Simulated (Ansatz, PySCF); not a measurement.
Breaking the Ga1–H2 bond in GaH3Se (SMILES [GaH2][SeH]) (multiplicity 1 held, fragments rigid). Energies count from the point at 1.561 Å.
Geometry at that point (charge 0, multiplicity 1):
| atom | x (Å) | y (Å) | z (Å) |
|---|---|---|---|
| Ga | 0.2749 | 0.0112 | -1.1530 |
| H | -0.8038 | -0.5760 | -2.1169 |
| H | 1.6617 | 0.6037 | -1.5559 |
| Se | -0.3040 | -0.0284 | 1.1136 |
| H | 0.9571 | 0.5901 | 1.5522 |

Restricted levels (R-, RO-) in cc, def2 and unpolarised 6-31G sets keep to the state of the molecule at rest. U- levels take the lowest unrestricted solution at each point, which mixes spins at long bonds. Active spaces are followed from a long bond inwards. Levels need not reach the same state.

Correlated levels freeze the cores. Filled d and f shells under p-block atoms count as core. Rows in LANL2DZ carry no dispersion term and start afresh at each structure. LANL2DZ brings its own core potentials from Na on.

Programs: Ansatz (Gaussian orbitals); PySCF for LANL2DZ rows. 

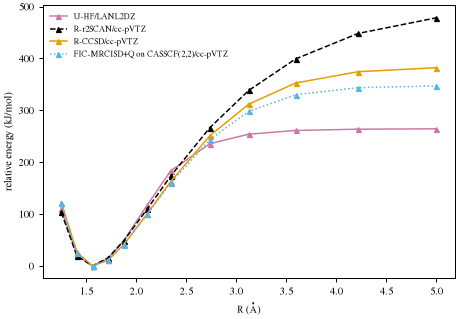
*Relative energy along the coordinate*

Q: Read off the U-HF/LANL2DZ curve at R = 4.215.

A: about 260 kJ/mol

Doubts at one or more of the structures used: a spin-contaminated determinant (U-HF/LANL2DZ); a restricted determinant that unrestricted orbitals would lower (R-r2SCAN/cc-pVTZ, R-CCSD/cc-pVTZ); other coupled-cluster roots lie near (R-CCSD/cc-pVTZ); T1 above 0.05 (R-CCSD/cc-pVTZ).

Ansatz is a program for electronic structure.
